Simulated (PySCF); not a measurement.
# Al⁺: excitation energies in aug-cc-pV(Q+d)Z, part 2 of 3

Wanted: the excitation energy of aluminium, up a ladder of methods.

PySCF 2.14.0; aug-cc-pV(Q+d)Z, the non-relativistic Hamiltonian (point nucleus). The scripts are equivalent inputs of a driver's runs. The steps go on from the part before.

## 4. Al⁺ [Ne] 3s1 3p1, method by method

Level: UHF.

input.py reads:

```python
from pyscf import gto, scf, dft, mp, cc
import basis_set_exchange as bse
mol = gto.M(atom="Al 0 0 0", charge=1, spin=2, symmetry="D2h",
            basis=gto.basis.parse(bse.get_basis("aug-cc-pV(Q+d)Z", elements=["Al"], fmt="nwchem")))
mf = scf.UHF(mol)
mf.irrep_nelec = {'Ag': (3, 2), 'B1u': (1, 1), 'B2u': (2, 1), 'B3u': (1, 1)}
mf.kernel()
```

Standard output:

```text
damping factor = 0
level_shift factor = 0
DIIS = <class 'pyscf.scf.diis.CDIIS'>
diis_start_cycle = 1
diis_space = 10
diis_damp = 0
SCF conv_tol = 1e-09
SCF conv_tol_grad = None
number electrons alpha = 7  beta = 5
cycle= 1 E= -241.54464741879  delta_E= -0.00217  |g|= 0.014  |ddm|= 0.0533
cycle= 2 E= -241.544943831994  delta_E= -0.000296  |g|= 0.00529  |ddm|= 0.0252
cycle= 3 E= -241.544994032858  delta_E= -5.02e-05  |g|= 0.000275  |ddm|= 0.0174
cycle= 4 E= -241.544994166577  delta_E= -1.34e-07  |g|= 4.16e-05  |ddm|= 0.00172
cycle= 5 E= -241.544994170055  delta_E= -3.48e-09  |g|= 4.52e-06  |ddm|= 0.000255
cycle= 6 E= -241.544994170099  delta_E= -4.43e-11  |g|= 7.65e-07  |ddm|= 3.65e-05
converged SCF energy = -241.544994170099  <S^2> = 2.0000415  2S+1 = 3.0000277
```

CPU time 7.3 s on a shared host, the integrals not counted.

Orbital energies by shell (radii are means over both spins):

```
shell  electrons  mean orbital energy (eV)  spread (eV)  rms radius (bohr)
 1s α          1                   -1601.8            0              0.139
 1s β          1                   -1601.4            0              0.139
 2s α          1                   -143.50            0              0.678
 2s β          1                   -142.69            0              0.678
 2p α          3                   -97.460        0.254              0.673
 2p β          3                   -96.942        0.417              0.673
 3s α          1                   -20.675            0               2.55
 3p α          1                   -14.195            0               3.02
```

⟨S²⟩ = 2.000, ⟨L²⟩ = 2.03.

Spin-orbit constants on these orbitals (cm⁻¹; bare nucleus, screened nucleus, mean field): 3p 134.3, 113.6, 102.4. To first order in LS coupling the lowest level has J = 0 and lies 0.0127 eV below the centre of the term.

Level: LDA.

Changes to input.py:

```diff
@@ -4,3 +4,3 @@
             basis=gto.basis.parse(bse.get_basis("aug-cc-pV(Q+d)Z", elements=["Al"], fmt="nwchem")))
-mf = scf.UHF(mol)
+mf = dft.UKS(mol, xc="LDA,VWN")
 mf.irrep_nelec = {'Ag': (3, 2), 'B1u': (1, 1), 'B2u': (2, 1), 'B3u': (1, 1)}
```

Standard output:

```text
damping factor = 0
level_shift factor = 0
DIIS = <class 'pyscf.scf.diis.CDIIS'>
diis_start_cycle = 1
diis_space = 10
diis_damp = 0
SCF conv_tol = 1e-09
SCF conv_tol_grad = None
number electrons alpha = 7  beta = 5
XC functionals = LDA,VWN
    P. A. M. Dirac.,  Math. Proc. Cambridge Philos. Soc. 26, 376 (1930)
    F. Bloch.,  Z. Phys. 57, 545 (1929)
    S. H. Vosko, L. Wilk, and M. Nusair.,  Can. J. Phys. 58, 1200 (1980)
cycle= 1 E= -240.92312931734  delta_E= -0.00959  |g|= 0.0402  |ddm|=   26
cycle= 2 E= -240.923399170605  delta_E= -0.00027  |g|= 0.014  |ddm|= 0.353
cycle= 3 E= -240.923439700943  delta_E= -4.05e-05  |g|= 0.000192  |ddm|= 0.0677
cycle= 4 E= -240.923439718309  delta_E= -1.74e-08  |g|= 1.21e-05  |ddm|= 0.00266
cycle= 5 E= -240.92343971838  delta_E= -7.06e-11  |g|= 4.37e-07  |ddm|= 0.000844
converged SCF energy = -240.92343971838  <S^2> = 2.0000523  2S+1 = 3.0000348
```

It used 1.4 s of CPU time after the integrals (shared host).

Level: PBE.

Changes to input.py:

```diff
@@ -4,3 +4,3 @@
             basis=gto.basis.parse(bse.get_basis("aug-cc-pV(Q+d)Z", elements=["Al"], fmt="nwchem")))
-mf = dft.UKS(mol, xc="LDA,VWN")
+mf = dft.UKS(mol, xc="PBE")
 mf.irrep_nelec = {'Ag': (3, 2), 'B1u': (1, 1), 'B2u': (2, 1), 'B3u': (1, 1)}
```

Standard output:

```text
damping factor = 0
level_shift factor = 0
DIIS = <class 'pyscf.scf.diis.CDIIS'>
diis_start_cycle = 1
diis_space = 10
diis_damp = 0
SCF conv_tol = 1e-09
SCF conv_tol_grad = None
number electrons alpha = 7  beta = 5
XC functionals = PBE
    J. P. Perdew, K. Burke, and M. Ernzerhof.,  Phys. Rev. Lett. 77, 3865 (1996)
    J. P. Perdew, K. Burke, and M. Ernzerhof.,  Phys. Rev. Lett. 78, 1396 (1997)
    J. P. Perdew, K. Burke, and M. Ernzerhof.,  Phys. Rev. Lett. 77, 3865 (1996)
    J. P. Perdew, K. Burke, and M. Ernzerhof.,  Phys. Rev. Lett. 78, 1396 (1997)
cycle= 1 E= -241.844318457045  delta_E= -0.00591  |g|= 0.0301  |ddm|=   16
cycle= 2 E= -241.844478028097  delta_E= -0.00016  |g|= 0.0103  |ddm|= 0.265
cycle= 3 E= -241.844499932509  delta_E= -2.19e-05  |g|= 0.000125  |ddm|= 0.031
cycle= 4 E= -241.844499942487  delta_E= -9.98e-09  |g|= 1.62e-05  |ddm|= 0.00239
cycle= 5 E= -241.844499942619  delta_E= -1.32e-10  |g|= 8.47e-07  |ddm|= 0.000573
converged SCF energy = -241.844499942619  <S^2> = 2.0000226  2S+1 = 3.0000151
```

CPU time 2 s on a shared host, the integrals not counted.

Level: PBE0.

Changes to input.py:

```diff
@@ -4,3 +4,3 @@
             basis=gto.basis.parse(bse.get_basis("aug-cc-pV(Q+d)Z", elements=["Al"], fmt="nwchem")))
-mf = dft.UKS(mol, xc="PBE")
+mf = dft.UKS(mol, xc="PBE0")
 mf.irrep_nelec = {'Ag': (3, 2), 'B1u': (1, 1), 'B2u': (2, 1), 'B3u': (1, 1)}
```

Standard output:

```text
damping factor = 0
level_shift factor = 0
DIIS = <class 'pyscf.scf.diis.CDIIS'>
diis_start_cycle = 1
diis_space = 10
diis_damp = 0
SCF conv_tol = 1e-09
SCF conv_tol_grad = None
number electrons alpha = 7  beta = 5
XC functionals = PBE0
    C. Adamo and V. Barone.,  J. Chem. Phys. 110, 6158 (1999)
    M. Ernzerhof and G. E. Scuseria.,  J. Chem. Phys. 110, 5029 (1999)
cycle= 1 E= -241.869845803696  delta_E= -0.00353  |g|= 0.0157  |ddm|= 8.36
cycle= 2 E= -241.869917984526  delta_E= -7.22e-05  |g|= 0.00426  |ddm|= 0.33
cycle= 3 E= -241.869921972702  delta_E= -3.99e-06  |g|= 0.000272  |ddm|= 0.0163
cycle= 4 E= -241.869922066928  delta_E= -9.42e-08  |g|= 1.31e-05  |ddm|= 0.00726
cycle= 5 E= -241.869922067094  delta_E= -1.66e-10  |g|= 8.83e-07  |ddm|= 0.000183
converged SCF energy = -241.869922067094  <S^2> = 2.0000185  2S+1 = 3.0000123
```

CPU time 2.4 s on a shared host, the integrals not counted.

Level: r2SCAN.

Changes to input.py:

```diff
@@ -4,3 +4,3 @@
             basis=gto.basis.parse(bse.get_basis("aug-cc-pV(Q+d)Z", elements=["Al"], fmt="nwchem")))
-mf = dft.UKS(mol, xc="PBE0")
+mf = dft.UKS(mol, xc="R2SCAN")
 mf.irrep_nelec = {'Ag': (3, 2), 'B1u': (1, 1), 'B2u': (2, 1), 'B3u': (1, 1)}
```

Standard output:

```text
damping factor = 0
level_shift factor = 0
DIIS = <class 'pyscf.scf.diis.CDIIS'>
diis_start_cycle = 1
diis_space = 10
diis_damp = 0
SCF conv_tol = 1e-09
SCF conv_tol_grad = None
number electrons alpha = 7  beta = 5
XC functionals = R2SCAN
    J. W. Furness, A. D. Kaplan, J. Ning, J. P. Perdew, and J. Sun.,  J. Phys. Chem. Lett. 11, 8208-8215 (2020)
    J. W. Furness, A. D. Kaplan, J. Ning, J. P. Perdew, and J. Sun.,  J. Phys. Chem. Lett. 11, 9248-9248 (2020)
    J. W. Furness, A. D. Kaplan, J. Ning, J. P. Perdew, and J. Sun.,  J. Phys. Chem. Lett. 11, 8208-8215 (2020)
    J. W. Furness, A. D. Kaplan, J. Ning, J. P. Perdew, and J. Sun.,  J. Phys. Chem. Lett. 11, 9248-9248 (2020)
cycle= 1 E= -241.959002852015  delta_E= -0.00331  |g|= 0.0156  |ddm|= 7.08
cycle= 2 E= -241.959059001495  delta_E= -5.61e-05  |g|= 0.00461  |ddm|= 0.529
cycle= 3 E= -241.959063447528  delta_E= -4.45e-06  |g|= 0.000232  |ddm|= 0.0414
cycle= 4 E= -241.95906349493  delta_E= -4.74e-08  |g|= 1.25e-05  |ddm|= 0.00601
cycle= 5 E= -241.959063495102  delta_E= -1.72e-10  |g|= 6.79e-07  |ddm|= 0.00015
converged SCF energy = -241.959063495102  <S^2> = 2.000058  2S+1 = 3.0000387
```

CPU time 5.3 s on a shared host, the integrals not counted.

Level: BLYP.

Changes to input.py:

```diff
@@ -4,3 +4,3 @@
             basis=gto.basis.parse(bse.get_basis("aug-cc-pV(Q+d)Z", elements=["Al"], fmt="nwchem")))
-mf = dft.UKS(mol, xc="R2SCAN")
+mf = dft.UKS(mol, xc="BLYP")
 mf.irrep_nelec = {'Ag': (3, 2), 'B1u': (1, 1), 'B2u': (2, 1), 'B3u': (1, 1)}
```

Standard output:

```text
damping factor = 0
level_shift factor = 0
DIIS = <class 'pyscf.scf.diis.CDIIS'>
diis_start_cycle = 1
diis_space = 10
diis_damp = 0
SCF conv_tol = 1e-09
SCF conv_tol_grad = None
number electrons alpha = 7  beta = 5
XC functionals = BLYP
    A. D. Becke.,  Phys. Rev. A 38, 3098 (1988)
    C. Lee, W. Yang, and R. G. Parr.,  Phys. Rev. B 37, 785 (1988)
    B. Miehlich, A. Savin, H. Stoll, and H. Preuss.,  Chem. Phys. Lett. 157, 200 (1989)
cycle= 1 E= -241.989292968968  delta_E= -0.00783  |g|= 0.0317  |ddm|= 24.5
cycle= 2 E= -241.989463994573  delta_E= -0.000171  |g|= 0.0109  |ddm|= 0.67
cycle= 3 E= -241.989487955999  delta_E= -2.4e-05  |g|= 0.000176  |ddm|= 0.0339
cycle= 4 E= -241.989487972185  delta_E= -1.62e-08  |g|= 1.66e-05  |ddm|= 0.00197
cycle= 5 E= -241.989487972331  delta_E= -1.46e-10  |g|= 1.06e-06  |ddm|= 0.000796
converged SCF energy = -241.989487972331  <S^2> = 2.000008  2S+1 = 3.0000053
```

CPU time 2 s on a shared host, the integrals not counted.

Level: revPBE.

Changes to input.py:

```diff
@@ -4,3 +4,3 @@
             basis=gto.basis.parse(bse.get_basis("aug-cc-pV(Q+d)Z", elements=["Al"], fmt="nwchem")))
-mf = dft.UKS(mol, xc="BLYP")
+mf = dft.UKS(mol, xc="PBE_R,PBE")
 mf.irrep_nelec = {'Ag': (3, 2), 'B1u': (1, 1), 'B2u': (2, 1), 'B3u': (1, 1)}
```

Standard output:

```text
damping factor = 0
level_shift factor = 0
DIIS = <class 'pyscf.scf.diis.CDIIS'>
diis_start_cycle = 1
diis_space = 10
diis_damp = 0
SCF conv_tol = 1e-09
SCF conv_tol_grad = None
number electrons alpha = 7  beta = 5
XC functionals = PBE_R,PBE
    Y. Zhang and W. Yang.,  Phys. Rev. Lett. 80, 890 (1998)
    J. P. Perdew, K. Burke, and M. Ernzerhof.,  Phys. Rev. Lett. 77, 3865 (1996)
    J. P. Perdew, K. Burke, and M. Ernzerhof.,  Phys. Rev. Lett. 78, 1396 (1997)
cycle= 1 E= -241.93369471406  delta_E= -0.00504  |g|= 0.0286  |ddm|= 12.4
cycle= 2 E= -241.933844615188  delta_E= -0.00015  |g|= 0.00988  |ddm|= 0.235
cycle= 3 E= -241.933864703439  delta_E= -2.01e-05  |g|= 0.000131  |ddm|= 0.029
cycle= 4 E= -241.933864717857  delta_E= -1.44e-08  |g|= 1.59e-05  |ddm|= 0.00374
cycle= 5 E= -241.933864718008  delta_E= -1.51e-10  |g|= 1.23e-06  |ddm|= 0.000507
converged SCF energy = -241.933864718008  <S^2> = 2.0000155  2S+1 = 3.0000104
```

It used 2 s of CPU time after the integrals (shared host).

Level: B97-3.

Changes to input.py:

```diff
@@ -4,3 +4,3 @@
             basis=gto.basis.parse(bse.get_basis("aug-cc-pV(Q+d)Z", elements=["Al"], fmt="nwchem")))
-mf = dft.UKS(mol, xc="PBE_R,PBE")
+mf = dft.UKS(mol, xc="HYB_GGA_XC_B97_3")
 mf.irrep_nelec = {'Ag': (3, 2), 'B1u': (1, 1), 'B2u': (2, 1), 'B3u': (1, 1)}
```

Standard output:

```text
damping factor = 0
level_shift factor = 0
DIIS = <class 'pyscf.scf.diis.CDIIS'>
diis_start_cycle = 1
diis_space = 10
diis_damp = 0
SCF conv_tol = 1e-09
SCF conv_tol_grad = None
number electrons alpha = 7  beta = 5
XC functionals = HYB_GGA_XC_B97_3
    T. W. Keal and D. J. Tozer.,  J. Chem. Phys. 123, 121103 (2005)
cycle= 1 E= -241.951627298621  delta_E= -0.00326  |g|= 0.0137  |ddm|= 9.06
cycle= 2 E= -241.951692112278  delta_E= -6.48e-05  |g|= 0.00341  |ddm|= 0.11
cycle= 3 E= -241.95169507927  delta_E= -2.97e-06  |g|= 0.000327  |ddm|= 0.0581
cycle= 4 E= -241.951695220465  delta_E= -1.41e-07  |g|= 2.28e-05  |ddm|= 0.00726
cycle= 5 E= -241.951695220656  delta_E= -1.91e-10  |g|= 2.51e-06  |ddm|= 0.00129
converged SCF energy = -241.951695220656  <S^2> = 2.0000512  2S+1 = 3.0000341
```

CPU time 2.5 s on a shared host, the integrals not counted.

Level: TPSS.

Changes to input.py:

```diff
@@ -4,3 +4,3 @@
             basis=gto.basis.parse(bse.get_basis("aug-cc-pV(Q+d)Z", elements=["Al"], fmt="nwchem")))
-mf = dft.UKS(mol, xc="HYB_GGA_XC_B97_3")
+mf = dft.UKS(mol, xc="TPSS")
 mf.irrep_nelec = {'Ag': (3, 2), 'B1u': (1, 1), 'B2u': (2, 1), 'B3u': (1, 1)}
```

Standard output:

```text
damping factor = 0
level_shift factor = 0
DIIS = <class 'pyscf.scf.diis.CDIIS'>
diis_start_cycle = 1
diis_space = 10
diis_damp = 0
SCF conv_tol = 1e-09
SCF conv_tol_grad = None
number electrons alpha = 7  beta = 5
XC functionals = TPSS
    J. Tao, J. P. Perdew, V. N. Staroverov, and G. E. Scuseria.,  Phys. Rev. Lett. 91, 146401 (2003)
    J. P. Perdew, J. Tao, V. N. Staroverov, and G. E. Scuseria.,  J. Chem. Phys. 120, 6898 (2004)
    J. Tao, J. P. Perdew, V. N. Staroverov, and G. E. Scuseria.,  Phys. Rev. Lett. 91, 146401 (2003)
    J. P. Perdew, J. Tao, V. N. Staroverov, and G. E. Scuseria.,  J. Chem. Phys. 120, 6898 (2004)
cycle= 1 E= -241.998969077999  delta_E= -0.0041  |g|= 0.0226  |ddm|= 11.4
cycle= 2 E= -241.999069407832  delta_E= -0.0001  |g|= 0.0076  |ddm|= 0.275
cycle= 3 E= -241.999081283143  delta_E= -1.19e-05  |g|= 0.000139  |ddm|= 0.042
cycle= 4 E= -241.999081299561  delta_E= -1.64e-08  |g|= 7.8e-06  |ddm|= 0.00468
cycle= 5 E= -241.999081299603  delta_E= -4.24e-11  |g|= 7.51e-07  |ddm|= 0.000263
converged SCF energy = -241.999081299603  <S^2> = 2.0000174  2S+1 = 3.0000116
```

It used 5.4 s of CPU time after the integrals (shared host).

## 5. Al⁺ [Ne] 3s1 3p1, continued

Level: MP2 (valence).

Edit input.py of step 4 so:

```diff
@@ -4,4 +4,5 @@
             basis=gto.basis.parse(bse.get_basis("aug-cc-pV(Q+d)Z", elements=["Al"], fmt="nwchem")))
-mf = dft.UKS(mol, xc="TPSS")
+mf = scf.UHF(mol)
 mf.irrep_nelec = {'Ag': (3, 2), 'B1u': (1, 1), 'B2u': (2, 1), 'B3u': (1, 1)}
 mf.kernel()
+mp.UMP2(mf, frozen=5).kernel()
```

This step left no log, only its results.

It used 0.18 s of CPU time after the integrals (shared host).

With 2 electrons correlated, the MP2 correlation energy is -0.00264 hartree (-0.00264 same spin, 0.00000 opposite spin); the SCS form gives -0.00088. Largest pairs of shells: 3s-3p -0.0026, 3p-3p 0.0000, 3s-3s 0.0000.

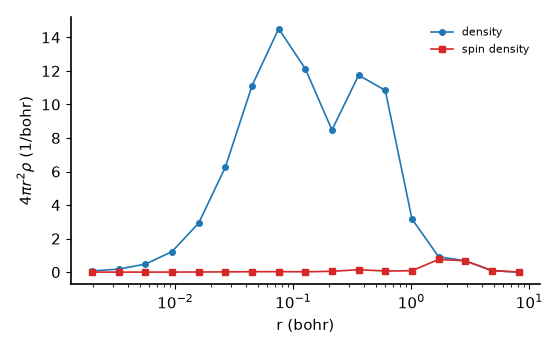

Radial density 4πr²ρ of Al⁺ at UHF, at 17 stored radii joined by straight lines.

(Continued in part 3 of 3.)
